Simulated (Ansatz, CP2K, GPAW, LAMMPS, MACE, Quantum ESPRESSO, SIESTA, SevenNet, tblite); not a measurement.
# SIESTA on amorphous Si0.9Ge0.1 (94 atoms): settings against a plane-wave reference, part 2 of 2

Wanted: SIESTA inputs and outputs for amorphous Si0.9Ge0.1 (94 atoms), checked against a plane-wave reference.

Program: SIESTA 5.4.2; the method stands at each step. Banners, paths, timers and routine set-up lines are dropped from the logs unmarked, and long logs keep their key lines alone; longer cuts are marked. The potentials were converted by us to PSML.

So far. Step 3 (PBE, SZP, shift 0.01 Ry, mesh 300 Ry): Against the first run (8.4 %), the force difference from the reference is 35 %, at 0.69 times the CPU time (on 1 against 2 cores), with 891 basis functions against 1267: the smaller basis costs accuracy. Step 4 (PBE, DZP, shift 0.01 Ry, mesh 150 Ry): Against the first run (8.4 %), the force difference from the reference is 8.3 %, at 0.36 times the CPU time: the change moves forces by 1.7 meV/Å r.m.s., so most of the difference comes from elsewhere.

## (5) PBE, DZ, shift 0.01 Ry, mesh 300 Ry

Method: Kohn-Sham DFT, PBE, PseudoDojo 0.4.1 norm-conserving pseudopotentials (converted to PSML), numerical atomic orbitals (DZ), diagonalisation.

File input.fdf:

```
SystemLabel cell
NumberOfAtoms 94
NumberOfSpecies 2
%block ChemicalSpeciesLabel
  1 14 Si
  2 32 Ge
%endblock ChemicalSpeciesLabel
LatticeConstant 1.0 Ang
%block LatticeVectors
  12.40220 0.00000 0.00000
  0.00000 12.40220 0.00000
  0.00000 0.00000 12.40220
%endblock LatticeVectors
PAO.BasisSize DZ
PAO.EnergyShift 0.01 Ry
XC.Functional GGA
XC.Authors PBE
MeshCutoff 300 Ry
%block kgrid_Monkhorst_Pack
  1 0 0 0.0
  0 1 0 0.0
  0 0 1 0.0
%endblock kgrid_Monkhorst_Pack
SolutionMethod diagon
OccupationFunction FD
ElectronicTemperature 580 K
SCF.Mixer.Method Pulay
SCF.Mixer.Weight 0.05
SCF.Mixer.History 8
SCF.Mix Hamiltonian
MaxSCFIterations 300
SCF.DM.Tolerance 1e-04
SCF.H.Tolerance 1.0e-3 eV
WriteForces T
Write.HirshfeldPop T
Write.VoronoiPop T
Write.DM F
Write.H F
XML.Write F
AtomicCoordinatesFormat Fractional
%block AtomicCoordinatesAndAtomicSpecies
[... 94 atom lines left out: the same atoms as in the first run ...]
%endblock AtomicCoordinatesAndAtomicSpecies
```

On the command line:

```bash
OMP_NUM_THREADS=1 siesta < input.fdf > output.txt
```

The program printed:

```text
Version         : 5.4.2
reinit: System Name:
reinit: System Label: cell
initatom: Reading input for the pseudopotentials and atomic orbitals ----------
Species number:   1 Atomic number:   14 Label: Si
Species number:   2 Atomic number:   32 Label: Ge
Ground state valence configuration (from tables):   3s02  3p02  3d00  4f00
Ground state valence configuration (from tables):   4s02  4p02  4d00  4f00
---- Processing specs for species: Si
GGA--PBE XC_GGA_X_PBE--XC_GGA_C_PBE pb
---- Processing specs for species: Ge
GGA--PBE XC_GGA_X_PBE--XC_GGA_C_PBE pb
[... lines left out ...]
stepf: Fermi-Dirac step function
        iscf     Eharris(eV)        E_KS(eV)     FreeEng(eV)     dDmax    Ef(eV) dHmax(eV)
[... lines left out ...]
SCF Convergence by DM+H criterion
[... lines left out ...]
SCF cycle converged after 19 iterations
[... lines left out ...]
   Max    2.635713
[... lines left out ...]
   Max    2.635713    constrained
Stress tensor Voigt[x,y,z,yz,xz,xy] (kbar):      -89.40      -69.65      -71.95      -20.12        7.80      -10.25
[... lines left out ...]
siesta: FreeEng =    -31562.209075
[... lines left out ...]
siesta:       Ion-ion =  -12668.863537
siesta:         Total =  -31561.980339
siesta:         Fermi =      -4.017459
siesta: Stress tensor (static) (eV/Ang**3):
siesta:    -0.055797   -0.006398    0.004870
siesta:    -0.006398   -0.043470   -0.012560
siesta:     0.004870   -0.012560   -0.044906
siesta: Cell volume =       1907.638996 Ang**3
siesta: Pressure (static):
siesta:                Solid            Molecule  Units
siesta:           0.00052341          0.00045062  Ry/Bohr**3
siesta:           0.04805741          0.04137374  eV/Ang**3
siesta:          76.99645259         66.28803786  kBar
    Orbital volume contribution        =          48.025962 eV
    (Free)E + p_basis*V_orbitals       =      -31514.183114 eV
    (Free)Eharris+ p_basis*V_orbitals  =      -31514.183126 eV
Hirshfeld Atomic Populations:
Atom #   charge [q] valence [e]  Species
     1     0.008645    3.991355  Si
     2    -0.018349    4.018349  Si
     3     0.004106    3.995894  Si
[...]
86     0.034398   13.965602  Ge
    87     0.022015   13.977985  Ge
    88     0.034919   13.965081  Ge
[...]
--------------------
 Total    -0.000016
Voronoi Atomic Populations:
Atom #   charge [q] valence [e]  Species
[...]
84    -0.012486    4.012486  Si
    85     0.003825    3.996175  Si
[...]
93     0.026195   13.973805  Ge
    94     0.016702   13.983298  Ge
--------------------
 Total    -0.000016
```

It took 3.1 min on 1 thread of Arm Neoverse V2, shared host; peak memory 1.2 GiB.

Against the reference:

```
r.m.s. force component                  : 0.8735 eV/Å
r.m.s. difference of force components   : 192.7 meV/Å
longest difference of force vectors     : 679.4 meV/Å
force difference over r.m.s. force      : 25.59 %
slope of forces against the reference's : 1.14
correlation of force components         : 0.9828
pressure                                : 7.7 GPa
pressure difference                     : 5.958 GPa
```

This is a coarse setting, run to see what it loses.

Against the first run (8.4 %), the force difference from the reference is 26 %, at 0.32 times the CPU time (on 1 against 2 cores), with 797 basis functions against 1267: the smaller basis costs accuracy.

## (6) The ladder

Differences are against the plane-wave reference, forces as r.m.s. over components; share is that over the reference's r.m.s. force, slope the least-squares factor from reference forces to these. Total energies of different programs have different zeros and aren't compared.

```csv
run,"Δ force, r.m.s. (meV/Å)",share (%),slope,Δ pressure (GPa),cores,CPU time,memory (GiB)
reference,-,-,-,-,4,16 min,6.4
"SIESTA PBE, DZP, shift 0.01 Ry, mesh 300 Ry",63.3,8.40,1.049,0.613,2,9.9 min,2.4
"SIESTA PBE, SZP, shift 0.01 Ry, mesh 300 Ry (coarse)",262,34.7,1.195,5.20,1,6.9 min,1.8
"SIESTA PBE, DZP, shift 0.01 Ry, mesh 150 Ry (coarse)",62.4,8.29,1.049,0.651,2,3.6 min,1.1
"SIESTA PBE, DZ, shift 0.01 Ry, mesh 300 Ry (coarse)",193,25.6,1.140,5.96,1,3.1 min,1.2
```

Rows marked coarse were listed beforehand as settings not expected to be converged; some can still land near the reference.

CPU time is summed over cores on a shared host, where runs went side by side, so it is rough. Symmetry, cutoffs, thresholds, outputs and thread counts weren't matched or tuned between programs; memory under MPI is the largest rank's times the ranks.

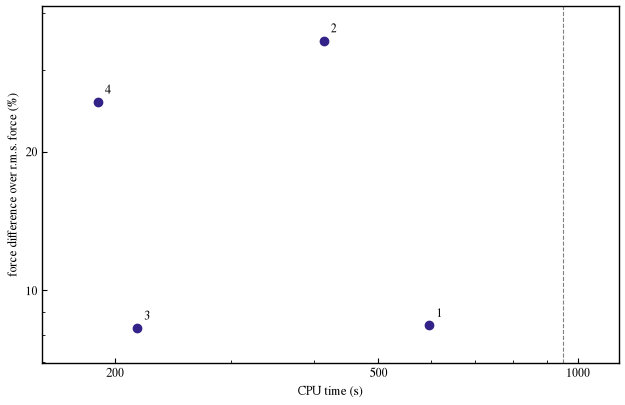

Force difference against CPU time; the dashed line marks the reference's time. Points: 1 SIESTA PBE, DZP, shift 0.01 Ry, mesh 300 Ry; 2 SIESTA PBE, SZP, shift 0.01 Ry, mesh 300 Ry; 3 SIESTA PBE, DZP, shift 0.01 Ry, mesh 150 Ry; 4 SIESTA PBE, DZ, shift 0.01 Ry, mesh 300 Ry.

Within one program, basis, potentials and functional, energies share a zero. Each run against its twin at the usual cutoff or grid and solver:

```csv
run,twin,Δ energy (meV/atom),"Δ force, r.m.s. (meV/Å)",CPU time over the twin's
"SIESTA PBE, DZP, shift 0.01 Ry, mesh 150 Ry","DZP, shift 0.01 Ry, mesh 300 Ry",-3.48,1.70,0.36
```

## (7) What came out

```
nearest in forces : SIESTA PBE, DZP, shift 0.01 Ry, mesh 150 Ry (coarse), 8.3 %
its CPU time      : 3.6 min
```

The PBE run in local orbitals, coarse settings apart, differs by 8.4 % (SIESTA PBE, DZP, shift 0.01 Ry, mesh 300 Ry); basis, grid and potentials can all enter. Runs with settings chosen to be coarse differ by 8.3 % (SIESTA PBE, DZP, shift 0.01 Ry, mesh 150 Ry) to 35 % (SIESTA PBE, SZP, shift 0.01 Ry, mesh 300 Ry), their programs' other errors included. Of the electronic-structure runs that take under half the reference's CPU time, SIESTA PBE, DZP, shift 0.01 Ry, mesh 150 Ry comes nearest, at 8.3 % in 3.6 min against 16 min. SIESTA PBE, SZP, shift 0.01 Ry, mesh 300 Ry stiffens the forces by a factor of 1.19 while following their directions (correlation 0.972); the slopes of the 4 SIESTA runs lie between 1.05 and 1.19. In pressure, SIESTA PBE, DZ, shift 0.01 Ry, mesh 300 Ry misses by +6.0 GPa, at the same functional. The reference's pressure holds the uncorrected Pulay stress of its 45 Ry basis, so small pressure differences, and their order, may be the reference's own error. The quench rate of 3 K/ps is many orders above laboratory rates, so the cell is likely richer in defects and strain than a real sample. The network of bonds at the start is that of the classical potential that made the cell, and needn't be the one that DFT or experiment would give. The electronic-structure runs sample only Γ, in a cell whose shortest periodic width is 12 Å, which is coarse for a cell with partly filled levels.

[Also dropped from logs without a mark: logging warnings of Python, and SIESTA's first energy breakdown and zero terms.]

[Logs are printed without paths, hosts, clocks, repeated set-up lines and the standing remarks that a program may print on its own settings, such as how far it seeks lower states.]

[Hosts, paths, dates, database ids (printed as entryN), source tags and the programs' standing remarks are cut or masked in the printed files.]
